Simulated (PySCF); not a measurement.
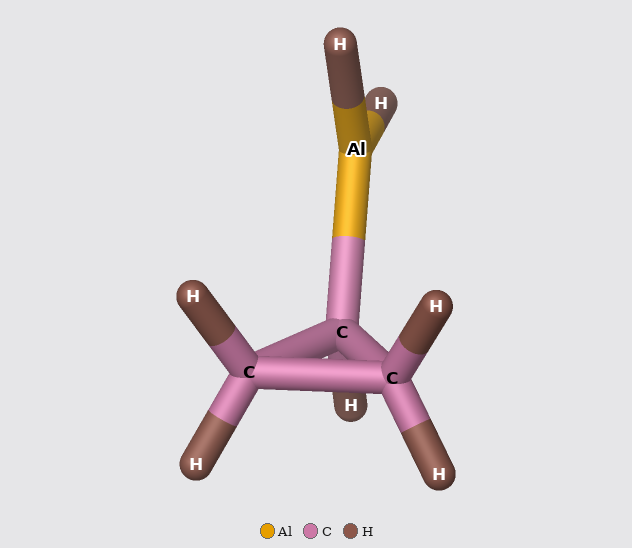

Stick drawing of a structure.

The computed structure is the end point of a PBE0-D3(BJ)/def2-SVP optimisation. No frequency run is at hand to confirm it as a minimum.

Identify the structure.

Formula C3H7Al. As SMILES it reads `[AlH2][CH]1CC1`. Coordination, clear cases only: 1 Al trigonal planar.

The parts below concern this one geometry. Atoms keep their numbers from picture to picture.

Electronic properties

No frequency run is at hand to confirm it as a minimum. Level of theory: B3LYP/6-31G*, gas phase (PySCF 2.14.0).

Question: Estimate the HOMO energy (Kohn–Sham orbital).

Answer: −7.19 eV.

Question: What is the dipole moment?

Answer: 0.99 D.

Question: Give the HOMO–LUMO gap at this level.

Answer: 5.82 eV.

Core levels

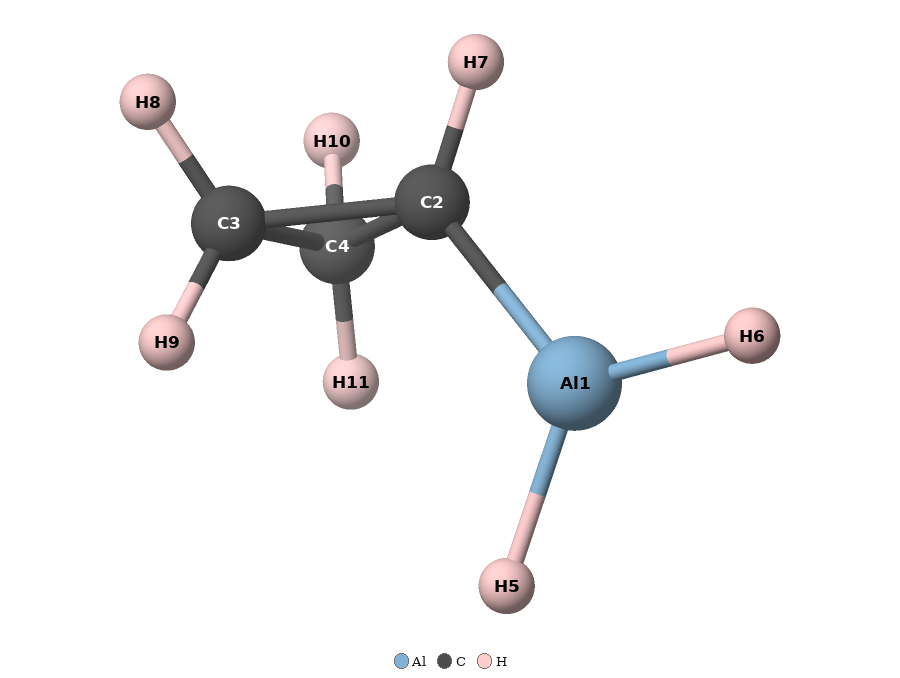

No frequency run is at hand to confirm it as a minimum. Properties computed with delta-SCF UKS PBE, pcX-2 on the ionised atom, pcseg-1 elsewhere, spin-free X2C (PySCF 2.14.0).

Give the core-electron binding energies (to vacuum; p and d levels without spin–orbit splitting) of Al1 1s, Al1 2p, C2 1s, C3 1s.

| atom | level | binding energy (eV) |
| --- | --- | --- |
| Al1 | 1s | 1563.8 |
| Al1 | 2p | 79.9 |
| C2 | 1s | 289.1 |
| C3 | 1s | 289.9 |

Quadrupole coupling

No frequency run is at hand to confirm it as a minimum. Electric field gradients from the ground-state density, B3LYP/6-31G* (PySCF 2.14.0), non-relativistic apart from any core potentials.

Give the largest field-gradient component, the quadrupole coupling constant and the asymmetry for 27Al at Al1 (Q = 146.6 mb).

| atom | V_zz (a.u.) | e²qQ/h (MHz) | η |
| --- | --- | --- | --- |
| Al1 | 1.133 | 39.0 | 0.09 |
